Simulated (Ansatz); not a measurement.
# AlClH4Si: shape, modes and thermochemistry

The task is to find a stationary geometry of AlClH4Si, check the end point by its vibrations and derive ideal-gas thermochemistry, and look at its orbitals and charge.

The runs use Ansatz 0.2.0, Gaussian basis; RKS PBE0-D4/def2-TZVP.

Plan: relaxation at PBE-D4/def2-SVP; relaxation at PBE0-D4/def2-TZVP; harmonic vibrations at the same level; a single point in def2-TZVPP for the fields.

## (1) The system as given

SMILES `[AlH2][SiH2]Cl`, 7 atoms, charge 0, spin multiplicity 1.

Atoms are counted from 1 here; the program's logs count them from 0.

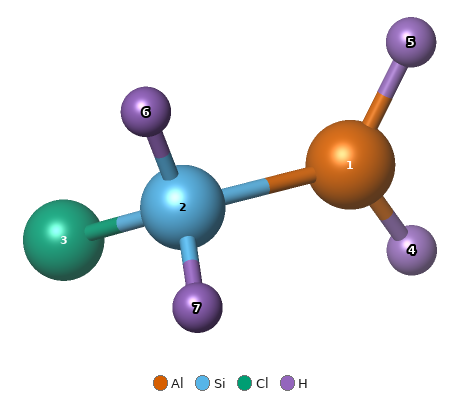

As it starts; aluminium orange, silicon blue, chlorine teal, hydrogen purple; atoms are numbered from 1 in the order of the file.

Coordinates:

```xyz
7

Al   -0.96410    0.36450   -0.81310
Si    0.81290   -0.21790    0.52880
Cl    0.17810   -1.69920    1.86100
H    -1.65800   -0.66970   -1.74770
H    -1.53000    1.91230   -0.83500
H     1.29570    0.97340    1.27510
H     1.92670   -0.73140   -0.31480
```

The start is a force-field geometry with small random shifts, so a cheaper pass at PBE-D4/def2-SVP comes first.

## (2) Relaxation at PBE-D4/def2-SVP (cheap first pass)

The input, in.yaml:

```yaml
crystal:
  periodic: [false, false, false]
  atoms:
    - {symbol: Al, position_ang: [-0.964100, 0.364500, -0.813100]}
    - {symbol: Si, position_ang: [0.812900, -0.217900, 0.528800]}
    - {symbol: Cl, position_ang: [0.178100, -1.699200, 1.861000]}
    - {symbol: H, position_ang: [-1.658000, -0.669700, -1.747700]}
    - {symbol: H, position_ang: [-1.530000, 1.912300, -0.835000]}
    - {symbol: H, position_ang: [1.295700, 0.973400, 1.275100]}
    - {symbol: H, position_ang: [1.926700, -0.731400, -0.314800]}
basis:
  gaussian: {orbitals: def2-SVP}
hamiltonian: {xc: pbe, dispersion: d4}
relax: {f_tol: 0.03, max_steps: 200}
```

Command:

```
$ ansatz run in.yaml --threads 2 --pin off --events-out ev --progress --plain --max-ram 4352MiB
```

Log (excerpt; [...] marks lines left out):

```text
Functional definition: PBE
  name "PBE"
  cite "Perdew, Burke & Ernzerhof, Phys. Rev. Lett. 77, 3865 (1996) doi:10.1103/PhysRevLett.77.3865"
  parent pbe
[...]
816 factors; their error is unknown
[...]
mean field -27040.77089212 eV, -993.7300013926 hartree, gradient 4.8e-5 eV, S^2 0.000000; 0 other end points of the search recorded, 0 dependent functions left out
[...]
reference -27040.77093082 eV, -993.7300028147 hartree; 24, 24 occupied and 50, 50 virtual orbitals, 816 factors
relax step   1: F+E_penalty+E_count = -27040.91901898 eV  Δ(F+E_penalty+E_count) = +0.000e0 eV  max|allowed force component| = 1.339e0 eV/Å  Δτ_max = 0.0000 Å  (22 SCF iters, accepted)
[...]
relax step   5: F+E_penalty+E_count = -27041.12862931 eV  Δ(F+E_penalty+E_count) = -3.715e-3 eV  max|allowed force component| = 5.798e-2 eV/Å  Δτ_max = 0.0653 Å  (25 SCF iters, accepted)
[...]
relax step   6: F+E_penalty+E_count = -27041.13040708 eV  Δ(F+E_penalty+E_count) = -1.778e-3 eV  max|allowed force component| = 2.830e-2 eV/Å  Δτ_max = 0.0718 Å  (26 SCF iters, accepted)
816 factors; their error is unknown
[...]
mean field -27040.98386746 eV, -993.7378280919 hartree, gradient 5.5e-6 eV, S^2 0.000000; 1 other end points of the search recorded, 0 dependent functions left out
[...]
reference -27040.98390632 eV, -993.7378295201 hartree; 24, 24 occupied and 50, 50 virtual orbitals, 816 factors
Total energy: -27041.13044595 eV, -993.7432147520 hartree
Atom 0 at    -1.044598     0.431537    -0.874675 Å, force     0.004209     0.005013     0.000263 eV/Å
Atom 1 at     0.912777    -0.155618     0.497020 Å, force    -0.010946     0.014082    -0.028299 eV/Å
Atom 2 at     0.055124    -1.648136     1.728357 Å, force    -0.008613    -0.011188     0.015680 eV/Å
Atom 3 at    -1.742857    -0.751128    -1.698101 Å, force     0.011077     0.006384     0.002219 eV/Å
Atom 4 at    -1.668833     1.908144    -0.878345 Å, force    -0.004672    -0.010619     0.005746 eV/Å
Atom 5 at     1.462383     0.913160     1.405247 Å, force     0.004755     0.006913     0.005510 eV/Å
Atom 6 at     2.087304    -0.765959    -0.225203 Å, force     0.004191    -0.010584    -0.001119 eV/Å
Dipole moment:     0.076695     0.239413    -0.234941 e Å
```

It took 7.5 s on 2 threads of Arm Neoverse V1, shared host.

The steps of the relaxation:

```csv
step,energy from step 1 (eV),largest force component (eV/Å)
1,0.0000,1.3393
2,-0.1839,0.4945
3,-0.2027,0.0815
4,-0.2059,0.0526
5,-0.2096,0.0580
6,-0.2114,0.0283
```

Close pairs (by a distance rule), those that changed most:

```csv
bond,before (Å),after (Å),change (Å)
Al1–Si2,2.302,2.461,+0.160
Al1–H5,1.648,1.603,-0.045
Al1–H4,1.557,1.601,+0.044
Si2–Cl3,2.091,2.116,+0.026
Si2–H6,1.486,1.506,+0.020
Si2–H7,1.489,1.508,+0.019
```

## (3) Geometry optimisation, PBE0-D4/def2-TZVP

The input, in.yaml:

```yaml
crystal:
  periodic: [false, false, false]
  atoms:
    - {symbol: Al, position_ang: [-1.044598, 0.431537, -0.874675]}
    - {symbol: Si, position_ang: [0.912777, -0.155618, 0.497020]}
    - {symbol: Cl, position_ang: [0.055124, -1.648136, 1.728357]}
    - {symbol: H, position_ang: [-1.742857, -0.751128, -1.698101]}
    - {symbol: H, position_ang: [-1.668833, 1.908144, -0.878345]}
    - {symbol: H, position_ang: [1.462383, 0.913160, 1.405247]}
    - {symbol: H, position_ang: [2.087304, -0.765959, -0.225203]}
basis:
  gaussian: {orbitals: def2-TZVP}
hamiltonian: {xc: pbe0, dispersion: d4}
relax: {f_tol: 0.005, max_steps: 150}
```

Same command.

Log (excerpt; [...] marks lines left out):

```text
Functional definition: PBE0
  name "PBE0"
  cite "Adamo & Barone, J. Chem. Phys. 110, 6158 (1999) doi:10.1063/1.478522"
  cite "Perdew, Burke & Ernzerhof, Phys. Rev. Lett. 77, 3865 (1996) doi:10.1103/PhysRevLett.77.3865"
  parent pbe
[...]
991 factors; their error is unknown
[...]
mean field -27053.10934768 eV, -994.1834312711 hartree, gradient 3.4e-5 eV, S^2 0.000000; 0 other end points of the search recorded, 0 dependent functions left out
[...]
reference -27053.10938342 eV, -994.1834325844 hartree; 24, 24 occupied and 111, 111 virtual orbitals, 991 factors
relax step   1: F+E_penalty+E_count = -27053.23466674 eV  Δ(F+E_penalty+E_count) = +0.000e0 eV  max|allowed force component| = 3.204e-1 eV/Å  Δτ_max = 0.0000 Å  (24 SCF iters, accepted)
[...]
reference -27053.13657660 eV, -994.1844319156 hartree; 24, 24 occupied and 111, 111 virtual orbitals, 991 factors
Total energy: -27053.26168777 eV, -994.1890296663 hartree
Atom 0 at    -1.040688     0.413466    -0.894199 Å, force    -0.002723    -0.001945     0.002254 eV/Å
Atom 1 at     0.907193    -0.179963     0.480298 Å, force     0.001255    -0.001868     0.002629 eV/Å
Atom 2 at     0.035596    -1.380958     1.949724 Å, force     0.000527     0.001528    -0.002314 eV/Å
Atom 3 at    -1.478356    -0.535915    -2.087054 Å, force     0.000127     0.002121    -0.000149 eV/Å
Atom 4 at    -1.911547     1.683265    -0.513330 Å, force     0.001041    -0.000725    -0.002086 eV/Å
Atom 5 at     1.588458     0.935281     1.191222 Å, force     0.000252     0.000163    -0.000373 eV/Å
Atom 6 at     1.960643    -1.003176    -0.172362 Å, force    -0.000479     0.000728     0.000038 eV/Å
Dipole moment:     0.076194     0.210294    -0.278096 e Å
```

Wall time 58 s (2 threads of Arm Neoverse V1, shared host).

Along the way: (the energy doesn't fall at every step)

```csv
step,energy from step 1 (eV),largest force component (eV/Å)
1,0.0000,0.3204
2,-0.0185,0.1661
3,-0.0215,0.0471
4,-0.0232,0.0549
5,-0.0238,0.0450
6,-0.0240,0.0277
7,-0.0243,0.0097
8,-0.0245,0.0071
9,-0.0232,0.1622
10,-0.0231,0.1797
11,-0.0245,0.0027
12,-0.0249,0.0508
13,-0.0251,0.0600
14,-0.0254,0.0778
15,-0.0257,0.0764
16,-0.0261,0.0435
17,-0.0265,0.0100
18,-0.0267,0.0133
19,-0.0266,0.0479
20,-0.0269,0.0143
21,-0.0269,0.0206
22,-0.0270,0.0081
23,-0.0269,0.0111
24,-0.0270,0.0032
25,-0.0270,0.0027
```

The force was under the threshold of 0.005 eV/Å already at step 11, but the program went on to step 25.

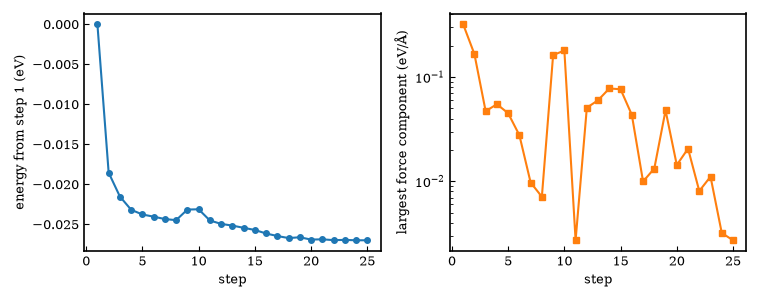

Energy and largest force along the relaxation.

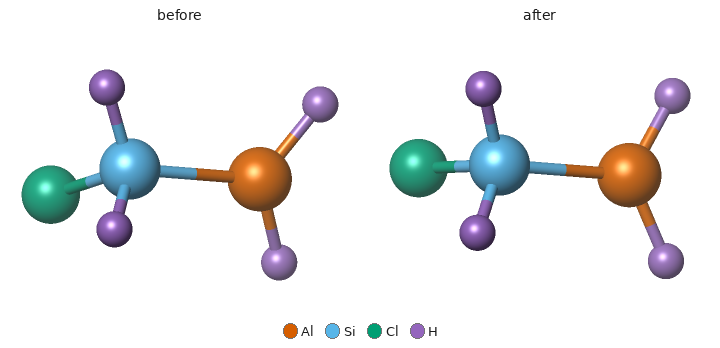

The geometry before (left) and after (right).

Distances of close pairs at the start and the end, largest changes first:

```csv
bond,before (Å),after (Å),change (Å)
Si2–Cl3,2.116,2.088,-0.028
Si2–H7,1.508,1.488,-0.020
Si2–H6,1.506,1.488,-0.019
Al1–H5,1.603,1.586,-0.017
Al1–H4,1.601,1.586,-0.015
Al1–Si2,2.461,2.457,-0.004
```

Mulliken charges of the relaxed molecule (report file):

```csv
atom,value (e)
Al1,0.36
Si2,0.09
Cl3,-0.26
H4,-0.09
H5,-0.09
H6,-0.01
H7,-0.01
```

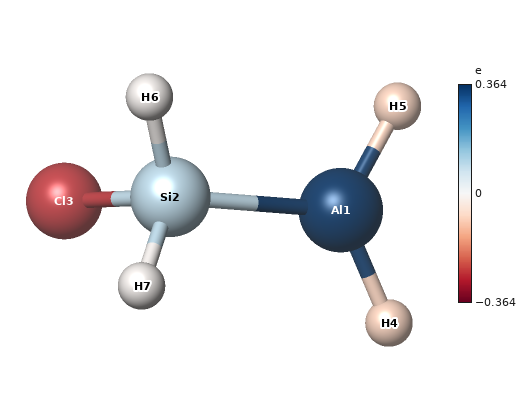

Mulliken charges of the relaxed molecule (report file), as colours on the atoms.

## (4) Harmonic vibrations

The input, in.yaml:

```yaml
crystal:
  periodic: [false, false, false]
  atoms:
    - {symbol: Al, position_ang: [-1.040688, 0.413466, -0.894199]}
    - {symbol: Si, position_ang: [0.907193, -0.179963, 0.480298]}
    - {symbol: Cl, position_ang: [0.035596, -1.380958, 1.949724]}
    - {symbol: H, position_ang: [-1.478356, -0.535915, -2.087054]}
    - {symbol: H, position_ang: [-1.911547, 1.683265, -0.513330]}
    - {symbol: H, position_ang: [1.588458, 0.935281, 1.191222]}
    - {symbol: H, position_ang: [1.960643, -1.003176, -0.172362]}
basis:
  gaussian: {orbitals: def2-TZVP}
hamiltonian: {xc: pbe0, dispersion: d4}
phonons: {temperatures: {t_min: 298.15, t_max: 900, t_step: 200}}
```

The command is unchanged.

Log (excerpt; [...] marks lines left out):

```text
Functional definition: PBE0
  name "PBE0"
  cite "Adamo & Barone, J. Chem. Phys. 110, 6158 (1999) doi:10.1063/1.478522"
  cite "Perdew, Burke & Ernzerhof, Phys. Rev. Lett. 77, 3865 (1996) doi:10.1103/PhysRevLett.77.3865"
  parent pbe
[...]
991 factors; their error is unknown
[...]
mean field -27053.13653621 eV, -994.1844304313 hartree, gradient 4.3e-5 eV, S^2 0.000000; 0 other end points of the search recorded, 0 dependent functions left out
[...]
reference -27053.13657185 eV, -994.1844317409 hartree; 24, 24 occupied and 111, 111 virtual orbitals, 991 factors
[...]
991 factors; their error is unknown
[...]
mean field -27053.13647810 eV, -994.1844282956 hartree, gradient 2.2e-6 eV, S^2 0.000000; 0 other end points of the search recorded, 0 dependent functions left out
[...]
reference -27053.13651373 eV, -994.1844296051 hartree; 24, 24 occupied and 111, 111 virtual orbitals, 991 factors
[...]
reference -27053.13655449 eV, -994.1844311031 hartree; 24, 24 occupied and 111, 111 virtual orbitals, 991 factors
Total energy: -27053.26168302 eV, -994.1890294914 hartree
Atom 0 at    -1.040688     0.413466    -0.894199 Å, force    -0.002677    -0.001992     0.002330 eV/Å
Atom 1 at     0.907193    -0.179963     0.480298 Å, force     0.001312    -0.001895     0.002684 eV/Å
Atom 2 at     0.035596    -1.380958     1.949724 Å, force     0.000435     0.001576    -0.002412 eV/Å
Atom 3 at    -1.478356    -0.535915    -2.087054 Å, force     0.000105     0.002105    -0.000161 eV/Å
Atom 4 at    -1.911547     1.683265    -0.513330 Å, force     0.000994    -0.000719    -0.002081 eV/Å
Atom 5 at     1.588458     0.935281     1.191222 Å, force     0.000297     0.000177    -0.000390 eV/Å
Atom 6 at     1.960643    -1.003176    -0.172362 Å, force    -0.000467     0.000747     0.000030 eV/Å
Dipole moment:     0.076195     0.210294    -0.278096 e Å
Vibrations: 57.73 71.00 310.02 394.42 514.65 514.98 554.29 678.87 744.95 807.70 939.22 1919.55 1934.06 2208.45 2218.31 cm⁻¹, zero-point energy 0.859718 eV
```

It took 69 s on 2 threads of Arm Neoverse V1, shared host.

Motions are named by where the mode's potential energy lies. The modes, unscaled (a negative number is an imaginary wavenumber):

```csv
mode,cm⁻¹,motion
1,58,torsion
2,71,bend
3,310,bend
4,394,Al–Si stretch
5,515,Si–Cl stretch
6,515,bend
7,554,torsion with out-of-plane bend
8,679,bend
9,745,bend
10,808,bend
11,939,bend
12,1920,Al–H stretch
13,1934,Al–H stretch
14,2208,Si–H stretch
15,2218,Si–H stretch
```

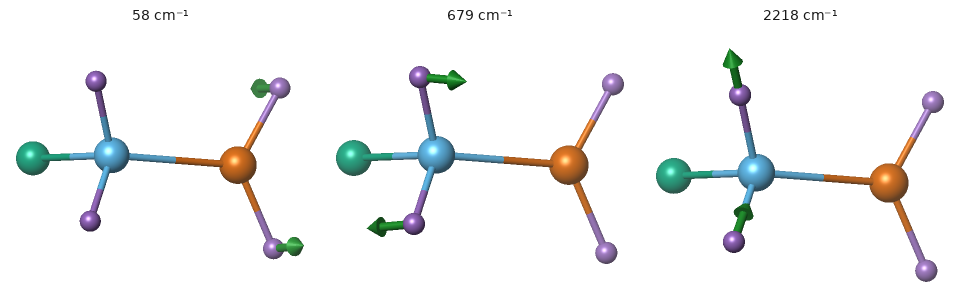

How the atoms move in 3 of the modes.

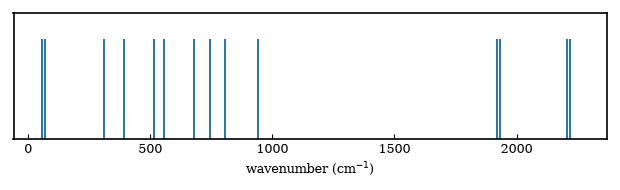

The harmonic wavenumbers as sticks (no intensities were computed).

From these modes and the moments of inertia (298.15 K, 1 bar, symmetry number 1):

```csv
term,value
zero-point energy,83.0 kJ/mol
H(298) − E,101.5 kJ/mol
"entropy, translation",165.6 J/(mol K)
"entropy, rotation",110.4 J/(mol K)
"entropy, vibration",57.3 J/(mol K)
"entropy, total",333.3 J/(mol K)
```

## (5) A single point for the fields

Edit in.yaml of step 4 so:

```diff
@@ -11,4 +11,4 @@
 basis:
-  gaussian: {orbitals: def2-TZVP}
+  gaussian: {orbitals: def2-TZVPP}
 hamiltonian: {xc: pbe0, dispersion: d4}
-phonons: {temperatures: {t_min: 298.15, t_max: 900, t_step: 200}}
+output: {orbitals: {seedname: orbitals}}
```

Same command.

Log:

```text
Functional definition: PBE0
  name "PBE0"
  cite "Adamo & Barone, J. Chem. Phys. 110, 6158 (1999) doi:10.1063/1.478522"
  cite "Perdew, Burke & Ernzerhof, Phys. Rev. Lett. 77, 3865 (1996) doi:10.1103/PhysRevLett.77.3865"
  parent pbe
  parameter a = 0.25
  parameter kappa = 0.804
  parameter beta = 0.06672455060314922
  exchange = (1 - a)*pbe_x(kappa = kappa, mu = beta*pi^2/3) + a*exact_x
  correlation = pbe_c(beta = beta)
1152 factors; their error is unknown
mean field evaluation 1: about -27052.4635 eV, gradient 1.4e1 eV
mean field evaluation 2: about -27052.9198 eV, gradient 9.0e0 eV
mean field evaluation 4: about -27053.0997 eV, gradient 3.2e-1 eV
mean field evaluation 8: about -27053.1570 eV, gradient 1.5e-1 eV
mean field -27053.15705331 eV, -994.1851844207 hartree, gradient 7.4e-5 eV, S^2 0.000000; 0 other end points of the search recorded, 0 dependent functions left out
reference -27053.15708876 eV, -994.1851857234 hartree; 24, 24 occupied and 158, 158 virtual orbitals, 1152 factors
Total energy: -27053.28219992 eV, -994.1897834739 hartree
```

Run time: 2.6 s. Hardware: 2 threads of Arm Neoverse V1, shared host.

Orbitals, density, ELF and potential are computed afterwards from the orbital file.

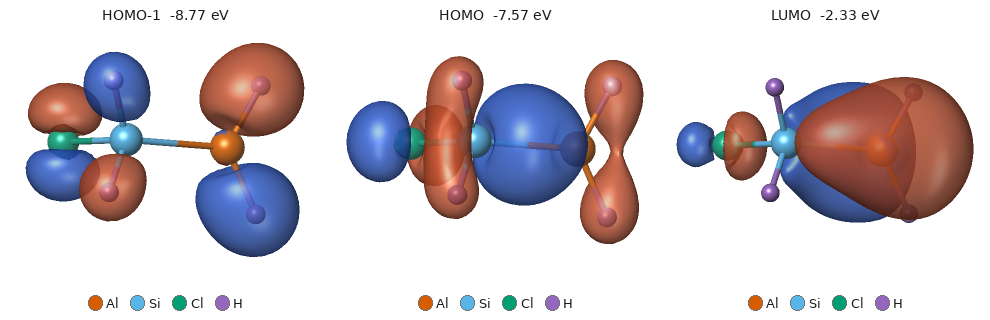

PBE0-D4/def2-TZVPP orbitals near the gap, drawn at the value that encloses 70 % of each; the two colours are the two signs.

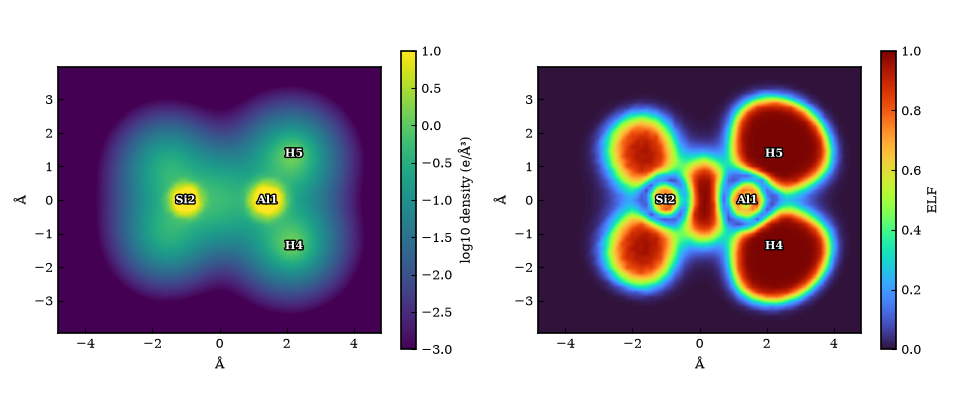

Density (left) and ELF (right) in a plane through or near 4 of the atoms.

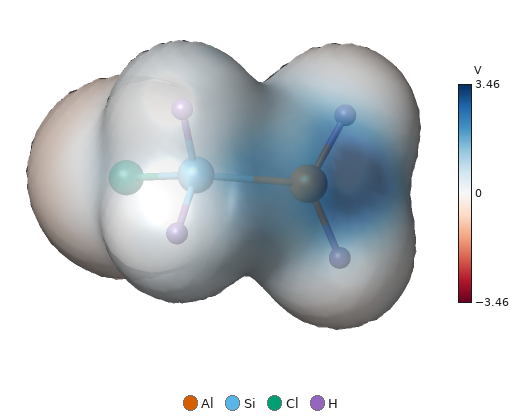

Electrostatic potential on the surface of density 0.002 e/bohr³; red is low, blue high. It runs, from the 1st to the 99th percentile, from -0.49 V near Cl3 to 3.46 V near Al1.

## (6) Results

```
                  quantity            value
               point group               Cs
                     steps           6 + 25
shift from the start (rms)          0.341 Å
              total energy   -27053.2617 eV
           dispersion term         -125 meV
             dipole moment           1.71 D
lowest, highest wavenumber    58, 2218 cm⁻¹
         zero-point energy      83.0 kJ/mol
       entropy at 298.15 K  333.3 J/(mol K)
                HOMO, LUMO  -7.57, -2.33 eV
```

**Reading.** The atoms moved 0.34 Å (rms) from the start; the bond that changed most is Al1–Si2, from 2.302 to 2.457 Å. All wavenumbers are real, so the end point is a minimum. The stiffest mode, 2218 cm⁻¹, is an Si–H stretch, and 2 modes under 200 cm⁻¹ make the vibrational entropy uncertain. Harmonic hybrid wavenumbers usually lie a few per cent above measured fundamentals. The largest Mulliken charge, +0.36 e, sits on Al1. The HOMO lies mostly on Si2 28 %; Al1 21 % and the LUMO on Al1 50 %; H4, H5 about 12 % each.
